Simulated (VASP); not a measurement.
# A VASP study of CaPd2N2 (AM05): structure first, properties next, part 2 of 4

Wanted: the relaxed cell of CaPd2N2 and its properties. The cell is invented: it takes the structure of a Materials Project entry for CaRu2N2 (space group 12 there), with some of its atoms replaced by other elements, volume scaled by an estimate. It may not be a known or stable phase.

VASP 6.6.1, plane waves and PAW; the level of theory is named at each step.

Still holding for the runs below: The k-mesh is coarse for a metal.

So far. Step 2 (Rough relaxation of the start cell): It ends with a largest force of 0.026 eV/Å and a pressure of -0.21 GPa.

**3. Relaxing cell and atoms (AM05)**

Level of this step: AM05; plane waves and PAW (Pd, Ca_sv, N); invented cell (VASP).

Properties are meant for the cell that this level of theory prefers, so cell and atoms are relaxed first (ISIF = 3) until forces and stress are small; EDIFFG sets the threshold.

The input, INCAR:

```
SYSTEM = CaPd2N2
PREC = Accurate
ENCUT = 520
EDIFF = 1E-06
NELM = 100
ISMEAR = -1
SIGMA = 0.05
LREAL = .FALSE.
ALGO = Normal
GGA = AM
NBANDS = 26
LORBIT = 11
LWAVE = .FALSE.
LCHARG = .FALSE.
KPAR = 2
IBRION = 2
NSW = 60
ISIF = 3
EDIFFG = -0.01
```

The input, POSCAR:

```
CaPd2N2
1.0
    2.7821895620     -1.6405947367      0.0188611972
    2.7821895620      1.6405947367      0.0188611972
   -0.0746107821      0.0000000000      6.9840706958
Pd Ca N
2 1 2
Direct
    0.3273414827      0.3273414827      0.1521884312
    0.6726585173      0.6726585173      0.8478115688
    0.0000000000      0.0000000000      0.5000000000
    0.3365836887      0.3365836887      0.7207489604
    0.6634163113      0.6634163113      0.2792510396
```

The input, KPOINTS:

```
Automatic mesh
0
Gamma
8 8 3
0 0 0
```

Potentials, in the order of the species: Pd, Ca_sv and N (PBE family, release 64).

Started as:

```
$ mpirun -np 2 vasp_std
```

Output:

```text
[banner, memory and clock lines left out]
running    2 mpi-ranks, on    1 nodes
 distrk:  each k-point on    1 cores,    2 groups
 distr:  one band on    1 cores,    1 groups

 POSCAR found type information on POSCAR PdCaN
 POSCAR found :  3 types and       5 ions
 [... a notice as in an earlier step ...]

 LDA part: xc-table for (Slater+PW92), standard interpolation
 POSCAR, INCAR and KPOINTS ok, starting setup
 FFT: planning ... GRIDC
 FFT: planning ... GRID_SOFT
 FFT: planning ... GRID
 WAVECAR not read
 entering main loop
       N       E                     dE             d eps       ncg     rms          rms(c)
DAV:   1     0.322067810188E+03    0.32207E+03   -0.20987E+04  2964   0.155E+03
DAV:   2    -0.122389802962E+02   -0.33431E+03   -0.32604E+03  3258   0.394E+02
DAV:   3    -0.362215990238E+02   -0.23983E+02   -0.23577E+02  4806   0.968E+01
DAV:   4    -0.367823580535E+02   -0.56076E+00   -0.55797E+00  3834   0.136E+01
DAV:   5    -0.368033712300E+02   -0.21013E-01   -0.21000E-01  4308   0.218E+00    0.235E+01
DAV:   6    -0.333849030657E+02    0.34185E+01   -0.55667E+01  3788   0.585E+01    0.198E+01
DAV:   7    -0.298968429578E+02    0.34881E+01   -0.14369E+01  3408   0.333E+01    0.711E+00
DAV:   8    -0.300399636158E+02   -0.14312E+00   -0.26720E+00  3446   0.933E+00    0.298E+00
DAV:   9    -0.299765542863E+02    0.63409E-01   -0.16695E-01  4052   0.326E+00    0.782E-01
DAV:  10    -0.299765176729E+02    0.36613E-04   -0.33196E-02  3560   0.112E+00    0.352E-01
DAV:  11    -0.299767171076E+02   -0.19943E-03   -0.28110E-03  3780   0.407E-01    0.188E-01
DAV:  12    -0.299765808946E+02    0.13621E-03   -0.43128E-04  3568   0.176E-01    0.388E-02
DAV:  13    -0.299765784166E+02    0.24779E-05   -0.91872E-05  4374   0.621E-02    0.850E-03
DAV:  14    -0.299765784484E+02   -0.31805E-07   -0.63632E-06  3432   0.183E-02
   1 F= -.29976578E+02 E0= -.29965281E+02  d E =-.299766E+02
 curvature:   0.00 expect dE= 0.000E+00 dE for cont linesearch  0.000E+00
 trial: gam= 0.00000 g(F)=  0.234E-02 g(S)=  0.269E-02 ort = 0.000E+00 (trialstep = 0.100E+01)
 search vector abs. value=  0.503E-02
 bond charge predicted
       N       E                     dE             d eps       ncg     rms          rms(c)
DAV:   1    -0.299958090508E+02   -0.19231E-01   -0.10606E+00  2994   0.701E+00    0.910E-01
DAV:   2    -0.299829792155E+02    0.12830E-01   -0.92052E-02  3406   0.275E+00    0.536E-01
DAV:   3    -0.299793619336E+02    0.36173E-02   -0.10529E-02  3446   0.113E+00    0.279E-01
DAV:   4    -0.299786932259E+02    0.66871E-03   -0.44362E-03  3766   0.494E-01    0.112E-01
DAV:   5    -0.299787175606E+02   -0.24335E-04   -0.56516E-04  4334   0.136E-01    0.520E-02
DAV:   6    -0.299787226338E+02   -0.50732E-05   -0.19579E-04  4082   0.860E-02    0.261E-02
DAV:   7    -0.299787215390E+02    0.10949E-05   -0.24907E-05  3522   0.441E-02    0.769E-03
DAV:   8    -0.299787209799E+02    0.55908E-06   -0.85925E-06  3384   0.161E-02
   2 F= -.29978721E+02 E0= -.29967697E+02  d E =-.214253E-02
[... from here on, the cycles between the ionic steps are left out ...]
   3 F= -.29978773E+02 E0= -.29967715E+02  d E =-.219450E-02
   4 F= -.29980658E+02 E0= -.29969645E+02  d E =-.188546E-02
   5 F= -.29981043E+02 E0= -.29970051E+02  d E =-.226981E-02
   6 F= -.29981658E+02 E0= -.29970602E+02  d E =-.615611E-03
   7 F= -.29982190E+02 E0= -.29971000E+02  d E =-.114756E-02
   8 F= -.29982622E+02 E0= -.29971440E+02  d E =-.431362E-03
   9 F= -.29982728E+02 E0= -.29971557E+02  d E =-.537733E-03
  10 F= -.29982945E+02 E0= -.29971766E+02  d E =-.217260E-03
  11 F= -.29982995E+02 E0= -.29971809E+02  d E =-.266897E-03
 curvature:  -1.95 expect dE=-0.307E-03 dE for cont linesearch -0.154E-06
 trial: gam=-0.11346 g(F)=  0.135E-04 g(S)=  0.144E-03 ort = 0.176E-04 (trialstep = 0.476E+00)
 search vector abs. value=  0.204E-03
 bond charge predicted
       N       E                     dE             d eps       ncg     rms          rms(c)
DAV:   1    -0.299831602903E+02   -0.16496E-03   -0.89582E-03  2968   0.633E-01    0.745E-02
DAV:   2    -0.299830803866E+02    0.79904E-04   -0.56911E-04  3452   0.218E-01    0.425E-02
DAV:   3    -0.299830559927E+02    0.24394E-04   -0.64626E-05  3486   0.881E-02    0.223E-02
DAV:   4    -0.299830497238E+02    0.62689E-05   -0.31712E-05  3862   0.415E-02    0.789E-03
DAV:   5    -0.299830493850E+02    0.33886E-06   -0.33984E-06  3194   0.115E-02
  12 F= -.29983049E+02 E0= -.29971871E+02  d E =-.544388E-04
 trial-energy change:   -0.000054  1 .order   -0.000056   -0.000074   -0.000039
 step:   0.9929(harm=  0.9929)  dis= 0.00135  next Energy=   -29.983072 (dE=-0.773E-04)
 reached required accuracy - stopping structural energy minimisation
```

Elapsed: 5.6 min, on 2 MPI ranks of AMD EPYC 7R43, shared host; peak memory 0.44 GiB; 11 min of CPU time.

OUTCAR, selected parts (step 3):

```text
  LATTYP: Found a base centered monoclinic cell.
 ALAT       =     5.5645069876
 B/A-ratio  =     0.5896640045
 C/A-ratio  =     1.2551820374
 COS(beta)  =    -0.0039034172

The static configuration has the point symmetry C_2h.

 Found     57 irreducible k-points:

   k-points           NKPTS =     57   k-points in BZ     NKDIM =     57   number of bands    NBANDS=     26

   dimension x,y,z NGX =    24 NGY =   24 NGZ =   54
   dimension x,y,z NGXF=    48 NGYF=   48 NGZF=  108

   ENCUT  =  520.0 eV  38.22 Ry    6.18 a.u.   6.01  6.01 12.99*2*pi/ulx,y,z

   NELECT =      40.0000    total number of electrons

 E-fermi :   7.7775

 k-point     1 :       0.0000    0.0000    0.0000
  band No.  band energies     occupation
    ...
     14       3.8969      2.00000
     15       4.5574      2.00000
     16       5.2623      2.00000
     17       5.2647      2.00000
     18       7.7698      1.07749
     19       7.9761      0.03697
     20       8.6138      0.00000
     21       8.6148      0.00000
     22       8.9560      0.00000
     23       8.9565      0.00000
    ...

 k-point     2 :       0.1250    0.0000   -0.0000
  band No.  band energies     occupation
    ...
     14       3.8825      2.00000
     15       4.2764      2.00000
     16       5.2552      2.00000
     17       5.5869      2.00000
     18       7.0296      2.00000
     19       8.1384      0.00147
     20       8.4827      0.00000
     21       8.5840      0.00000
     22       8.9467      0.00000
     23       8.9809      0.00000
    ...

  Total        0.0284089      0.0371089     -0.0391535      0.0000000      0.0000000      0.0232321
  in kB        0.7153381      0.9344043     -0.9858857      0.0000000      0.0000000      0.5849842
  external PRESSURE =       0.2212856 kB  Pullay stress =       0.0000000 kB

  energy-cutoff  :      520.00
  volume of cell :       63.63
      direct lattice vectors                 reciprocal lattice vectors
     2.811034351 -1.622506322  0.023810920     0.177856850 -0.308165209  0.001607923
     2.811034351  1.622506322  0.023810920     0.177856850  0.308165209  0.001607923
    -0.063056979  0.000000000  6.974908475    -0.001214334  0.000000000  0.143360079

 POSITION                                       TOTAL-FORCE (eV/Angst)
 -----------------------------------------------------------------------------------
      1.86451      0.00000      1.08707        -0.003785      0.000000      0.003609
      3.69450      0.00000      5.93546         0.003785      0.000000     -0.003609
     -0.03153      0.00000      3.48745         0.000000      0.000000      0.000000
      1.82881      0.00000      5.04116        -0.003448      0.000000      0.006491
      3.73021      0.00000      1.98137         0.003448      0.000000     -0.006491
 -----------------------------------------------------------------------------------
    total drift:                               -0.000000      0.000000      0.000000

  FREE ENERGIE OF THE ION-ELECTRON SYSTEM (eV)
  ---------------------------------------------------
  free  energy   TOTEN  =       -29.9830493850 eV

  energy  without entropy=      -29.9606920785  energy(sigma->0) =      -29.97187073

 total charge
# of ion       s       p       d       tot
------------------------------------------
    1        0.469   0.623   8.434   9.525
    2        0.469   0.623   8.434   9.525
    3        2.042   5.880   0.408   8.330
    4        1.261   2.317   0.000   3.578
    5        1.261   2.317   0.000   3.578
--------------------------------------------------
tot          5.500  11.760  17.276  34.536

[... 2 parts as in an earlier step ...]

[... 7 further parts left out ...]
```

Relaxation path:

| step | energy less that of the first step (eV) | largest force (eV/Å) | pressure (GPa) | volume (Å³) |
| --- | --- | --- | --- | --- |
| 1 | 0.0000 | 0.1488 | -0.57 | 63.76 |
| 2 | -0.0021 | 0.0546 | 0.73 | 63.34 |
| 3 | -0.0022 | 0.0611 | 0.59 | 63.40 |
| 4 | -0.0041 | 0.0487 | 0.19 | 63.58 |
| 5 | -0.0045 | 0.0634 | -0.07 | 63.71 |
| 6 | -0.0051 | 0.0410 | -0.09 | 63.69 |
| 7 | -0.0056 | 0.0589 | -0.11 | 63.66 |
| 8 | -0.0060 | 0.0400 | 0.14 | 63.58 |
| 9 | -0.0062 | 0.0224 | 0.41 | 63.48 |
| 10 | -0.0064 | 0.0059 | 0.23 | 63.55 |
| 11 | -0.0064 | 0.0092 | 0.12 | 63.60 |
| 12 | -0.0065 | 0.0074 | 0.02 | 63.63 |

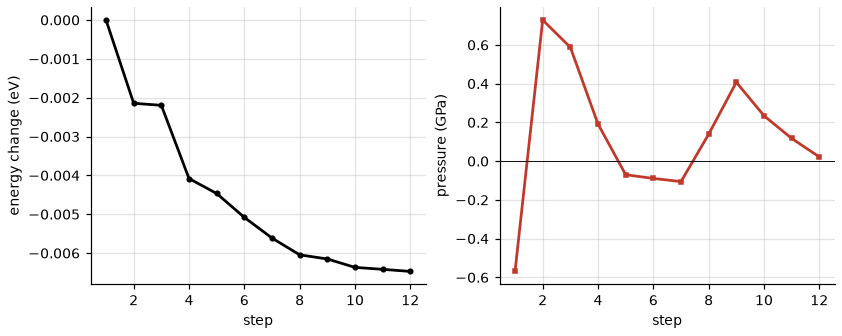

Energy and pressure along the relaxation.

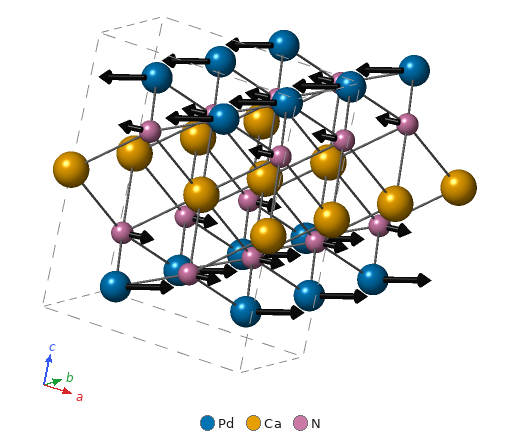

Displacements in the relaxation, exaggerated, measured against the changing cell; the longest in the cell stands for 0.04 Å. 1×3×1 conventional cells are drawn. Some periodic images of atoms are drawn too.

| cell as run | before | after | change |
| --- | --- | --- | --- |
| a (Å) | 3.230 | 3.246 | +0.5 % |
| b (Å) | 3.230 | 3.246 | +0.5 % |
| c (Å) | 6.984 | 6.975 | -0.1 % |
| α (°) | 90.19 | 90.03 | -0.2 % |
| β (°) | 90.19 | 90.03 | -0.2 % |
| γ (°) | 61.05 | 59.98 | -1.7 % |
| volume (Å³/atom) | 12.75 | 12.73 | -0.2 % |

The atoms that moved most (Å, as changes of fractional coordinates times the final cell):

| atom | dx | dy | dz | length |
| --- | --- | --- | --- | --- |
| Pd2 | -0.034 | 0.000 | -0.010 | 0.035 |
| Pd1 | 0.034 | 0.000 | 0.010 | 0.035 |
| N4 | -0.018 | 0.000 | -0.002 | 0.018 |
| N5 | 0.018 | 0.000 | 0.002 | 0.018 |

Final coordinates:

```cif
data_structure
_symmetry_space_group_name_H-M 'P 1'
_symmetry_Int_Tables_number 1
_cell_length_a 3.2458
_cell_length_b 3.2458
_cell_length_c 6.9752
_cell_angle_alpha 90.028
_cell_angle_beta 90.028
_cell_angle_gamma 59.985
_cell_volume 63.63
loop_
_atom_site_label
_atom_site_type_symbol
_atom_site_fract_x
_atom_site_fract_y
_atom_site_fract_z
_atom_site_occupancy
Pd1 Pd 0.33336 0.33336 0.15358 1
Pd2 Pd 0.66664 0.66664 0.84642 1
Ca3 Ca 0.00000 0.00000 0.50000 1
N4 N 0.33337 0.33337 0.72048 1
N5 N 0.66663 0.66663 0.27952 1
```

Numbers from this step:

```yaml
irreducible_k_points: 57
free_energy_toten: -29.98 eV
energy_at_zero_smearing: -29.97 eV
fermi_energy: 7.777 eV
pressure: 0.02213 GPa
scf_cycles_over_all_ionic_steps: 83
```

It ends with a largest force of 0.007 eV/Å and a pressure of 0.02 GPa.

**4. Density, ELF and potential (AM05)**

A single point on the relaxed cell gives a clean self-consistent state, with density, ELF and potential written out.

INCAR: that of step 3 with these lines changed.

```diff
@@ -13,7 +13,5 @@
 LWAVE = .FALSE.
-LCHARG = .FALSE.
-KPAR = 2
-IBRION = 2
-NSW = 60
-ISIF = 3
-EDIFFG = -0.01
+LCHARG = .TRUE.
+ISIF = 2
+LELF = .TRUE.
+LVHAR = .TRUE.
```

The input, POSCAR:

```
CaPd2N2
1.0
    3.2457676800      0.0000000000      0.0000000000
   -1.6228838400      2.8109172700      0.0000000000
    0.0000000000      0.0000000000      6.9751935000
Pd Ca N
2 1 2
Direct
    0.3333333330      0.6666666670      0.1535780480
    0.6666666670      0.3333333330      0.8464219520
    0.0000000000      0.0000000000      0.5000000000
    0.3333333330      0.6666666670      0.7204807330
    0.6666666670      0.3333333330      0.2795192670
```

The input, KPOINTS:

```
Automatic mesh
0
Gamma
8 8 4
0 0 0
```

The cell reached was symmetrised within 0.01 Å before this step, which raises the operations from 4 to 12, which the run then keeps.

Started as:

```
$ mpirun -np 2 vasp_std
```

Output:

```text
[banner, memory and clock lines left out]
running    2 mpi-ranks, on    1 nodes
 distrk:  each k-point on    2 cores,    1 groups
 distr:  one band on    1 cores,    2 groups

 POSCAR found type information on POSCAR PdCaN
 POSCAR found :  3 types and       5 ions
 [... a notice as in an earlier step ...]

 LDA part: xc-table for (Slater+PW92), standard interpolation
 POSCAR, INCAR and KPOINTS ok, starting setup
 FFT: planning ... GRIDC
 FFT: planning ... GRID_SOFT
 FFT: planning ... GRID
 WAVECAR not read
 entering main loop
       N       E                     dE             d eps       ncg     rms          rms(c)
DAV:   1     0.323652963728E+03    0.32365E+03   -0.21025E+04  1820   0.155E+03
DAV:   2    -0.116572180324E+02   -0.33531E+03   -0.32708E+03  1966   0.395E+02
DAV:   3    -0.363193732119E+02   -0.24662E+02   -0.24208E+02  3010   0.970E+01
DAV:   4    -0.368415970330E+02   -0.52222E+00   -0.52073E+00  2310   0.135E+01
DAV:   5    -0.368618518839E+02   -0.20255E-01   -0.20236E-01  2770   0.217E+00    0.237E+01
DAV:   6    -0.333144925695E+02    0.35474E+01   -0.55533E+01  2280   0.584E+01    0.197E+01
DAV:   7    -0.299042927591E+02    0.34102E+01   -0.14366E+01  2072   0.333E+01    0.713E+00
DAV:   8    -0.300468428662E+02   -0.14255E+00   -0.26646E+00  2142   0.925E+00    0.299E+00
DAV:   9    -0.299831705074E+02    0.63672E-01   -0.16926E-01  2506   0.325E+00    0.790E-01
DAV:  10    -0.299830449583E+02    0.12555E-03   -0.32887E-02  2222   0.112E+00    0.352E-01
DAV:  11    -0.299832380263E+02   -0.19307E-03   -0.27786E-03  2354   0.404E-01    0.187E-01
DAV:  12    -0.299831011278E+02    0.13690E-03   -0.42604E-04  2216   0.177E-01    0.388E-02
DAV:  13    -0.299830974585E+02    0.36693E-05   -0.89290E-05  2616   0.624E-02    0.850E-03
DAV:  14    -0.299830974975E+02   -0.39017E-07   -0.65689E-06  2126   0.192E-02
   1 F= -.29983097E+02 E0= -.29971286E+02  d E =-.236226E-01
```

Elapsed: 37 s, on 2 MPI ranks; peak memory 0.27 GiB; 72 s of CPU time.

OUTCAR, selected parts (step 4):

```text
  LATTYP: Found a hexagonal cell.
 ALAT       =     3.2457676800
 C/A-ratio  =     2.1490119404

 Subroutine GETGRP returns: Found 12 space group operations
 (whereof 12 operations were pure point group operations)

The static configuration has the point symmetry D_3d.

 Found     35 irreducible k-points:

   k-points           NKPTS =     35   k-points in BZ     NKDIM =     35   number of bands    NBANDS=     26

   ENCUT  =  520.0 eV  38.22 Ry    6.18 a.u.   6.03  6.03 12.97*2*pi/ulx,y,z

   NELECT =      40.0000    total number of electrons

 E-fermi :   7.7674

 k-point     1 :       0.0000    0.0000    0.0000
  band No.  band energies     occupation
    ...
     14       3.8922      2.00000
     15       4.5539      2.00000
     16       5.2588      2.00000
     17       5.2588      2.00000
     18       7.7665      1.00928
     19       7.9735      0.03192
     20       8.6109      0.00000
     21       8.6109      0.00000
     22       8.9524      0.00000
     23       8.9524      0.00000
    ...

 k-point     2 :       0.1250    0.0000    0.0000
  band No.  band energies     occupation
    ...
     14       3.8782      2.00000
     15       4.2724      2.00000
     16       5.2510      2.00000
     17       5.5821      2.00000
     18       7.0268      2.00000
     19       8.1350      0.00128
     20       8.4791      0.00000
     21       8.5801      0.00000
     22       8.9431      0.00000
     23       8.9764      0.00000
    ...

  Total       -0.0193942     -0.0193942     -0.0090487      0.0000000      0.0000000      0.0000000
  in kB       -0.4882717     -0.4882717     -0.2278112      0.0000000      0.0000000      0.0000000
  external PRESSURE =      -0.4014515 kB  Pullay stress =       0.0000000 kB

  energy-cutoff  :      520.00
  volume of cell :       63.64
      direct lattice vectors                 reciprocal lattice vectors
     3.245767680  0.000000000  0.000000000     0.308093523  0.177877878  0.000000000
    -1.622883840  2.810917270  0.000000000     0.000000000  0.355755757  0.000000000
     0.000000000  0.000000000  6.975193500     0.000000000  0.000000000  0.143365198

 POSITION                                       TOTAL-FORCE (eV/Angst)
 -----------------------------------------------------------------------------------
     -0.00000      1.87394      1.07124         0.000000      0.000000     -0.014994
      1.62288      0.93697      5.90396        -0.000000      0.000000      0.014994
      0.00000      0.00000      3.48760         0.000000      0.000000      0.000000
     -0.00000      1.87394      5.02549        -0.000000      0.000000     -0.017000
      1.62288      0.93697      1.94970         0.000000      0.000000      0.017000
 -----------------------------------------------------------------------------------
    total drift:                                0.000000      0.000000      0.000000

  FREE ENERGIE OF THE ION-ELECTRON SYSTEM (eV)
  ---------------------------------------------------
  free  energy   TOTEN  =       -29.9830974975 eV

  energy  without entropy=      -29.9594748931  energy(sigma->0) =      -29.97128620

 total charge
# of ion       s       p       d       tot
------------------------------------------
    1        0.469   0.623   8.433   9.524
    2        0.469   0.623   8.433   9.524
    3        2.042   5.880   0.409   8.330
    4        1.261   2.317   0.000   3.578
    5        1.261   2.317   0.000   3.578
--------------------------------------------------
tot          5.501  11.759  17.275  34.534

[... 1 part as in an earlier step ...]

[... 7 further parts left out ...]
```

Numbers from this step:

| Property | Result |
| --- | --- |
| SCF cycles | 14 |
| irreducible k-points | 35 |
| symmetry operations | 12 |
| Fermi energy | 7.767 eV |
| pressure | -0.04015 GPa |

Valence electrons inside each PAW sphere by angular momentum. Sphere charges, by row:

| atom | s (e) | p (e) | d (e) | tot (e) |
| --- | --- | --- | --- | --- |
| Pd1 | 0.469 | 0.623 | 8.433 | 9.524 |
| Pd2 | 0.469 | 0.623 | 8.433 | 9.524 |
| Ca3 | 2.042 | 5.88 | 0.409 | 8.33 |
| N4 | 1.261 | 2.317 | 0 | 3.578 |
| N5 | 1.261 | 2.317 | 0 | 3.578 |

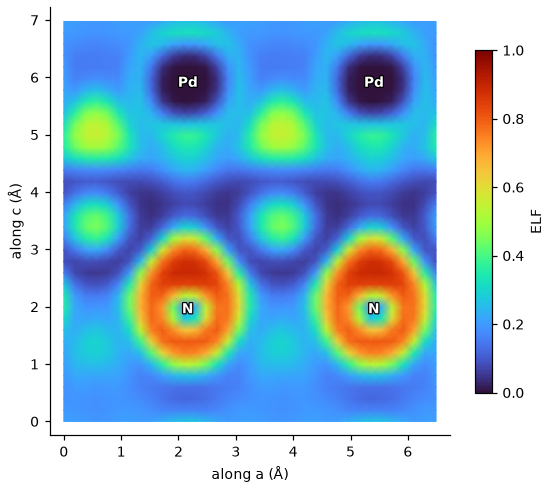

ELF in the ac plane of the cell as run, not the conventional one, at fractional y = 0.333, with atoms of Pd and N within 0.2 Å of it. It is the smooth field of the valence electrons, not physical close to the nuclei.

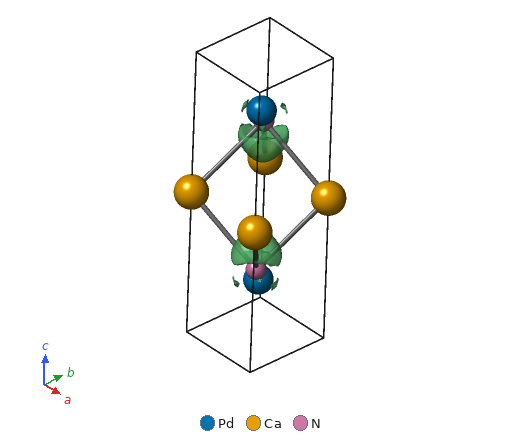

Surface of ELF = 0.81. Drawn on the cell as run, not the conventional one.

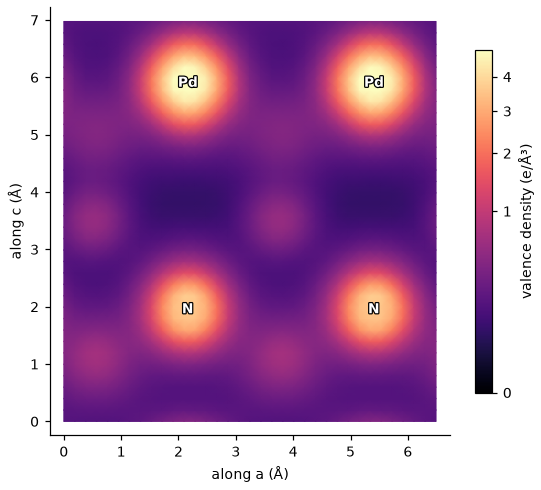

Valence density in the ac plane of the cell as run, not the conventional one, at fractional y = 0.333, with atoms of Pd and N within 0.2 Å of it. It is the smooth field of the valence electrons, not physical close to the nuclei. The colour scale is stretched toward low values.

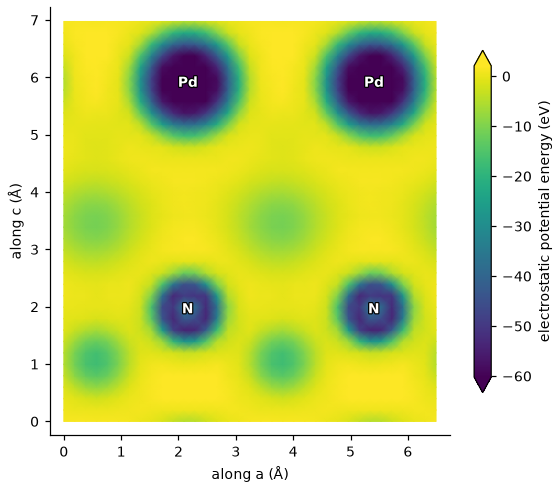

Electrostatic potential energy in the ac plane of the cell as run, not the conventional one, at fractional y = 0.333, with atoms of Pd and N within 0.2 Å of it. With pseudopotentials it is smooth inside the atoms' cores, unlike the true potential.

The pressure is -0.04 GPa and the largest force 0.017 eV/Å.

(Part 2 of 4 ends here.)

[Lines on the potential files, build, host, timing and source positions are cut from VASP's logs without a mark.]

[Logs are printed without paths, hosts, clocks, repeated set-up lines and the standing remarks that a program may print on its own settings, such as how far it seeks lower states.]

[Hosts, paths, dates, database ids (printed as entryN), source tags and the programs' standing remarks are cut or masked in the printed files.]

[A measured line is paired with the nearest computed mode of its activity, which favours agreement.]

[In band tables of VASP the shares of atoms and orbitals are scaled to a sum of 1 inside the atoms' spheres.]
